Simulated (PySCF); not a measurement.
CH₈SeSi₂, SMILES C[SiH2][SiH2][SeH], singlet, GFN2-xTB optimised geometry. Atoms within 1.6 Å of the plane z = 1.5 Å (x, y, z in Å): C1 (1.72, -1.33, 0.00), Si2 (-0.18, -1.33, 0.00), Si3 (-0.99, 0.85, 0.00), H6 (2.12, -2.34, -0.04), H7 (2.12, -0.86, 0.90), H8 (-0.66, -2.03, 1.20), H10 (-1.32, 1.41, 1.31), H12 (1.67, 1.89, -0.09).

Calculation: B3LYP/def2-TZVP run with PySCF.

Map of the electrostatic potential (hartree/e), clipped to [-0.08, 0.12] on the plane z = 1.5 Å:

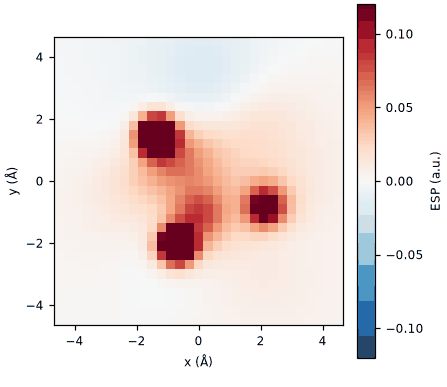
Electrostatic potential (hartree/e), clipped to [-0.08, 0.12] on the plane z = 1.5 Å.
